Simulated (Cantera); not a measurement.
Charge: 1 mol SiCl4, 4.8 mol HCl, 14 mol H2, held at 17.0 bar.

Method: chemical equilibrium by Gibbs-energy minimisation in Cantera with the NASA 1993 tables (ideal gas, pure condensed phases). Candidate condensed phases: Si; 19 gas species. The tables' values for SiCl3 are old estimates; treat these amounts as uncertain. Equilibrium is a limit: real reactors are often held back by kinetics, nucleation or transport.

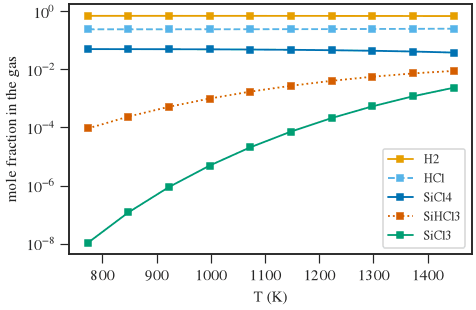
*Equilibrium gas composition (values under 1e-9 drawn at 1e-9)*

### Question
Read off the mole fractions at 1073 K.

### Answer
H2 about 0.71, HCl about 0.24, SiCl4 about 0.049, SiHCl3 about 0.0017, SiCl3 about 2.1e-5.
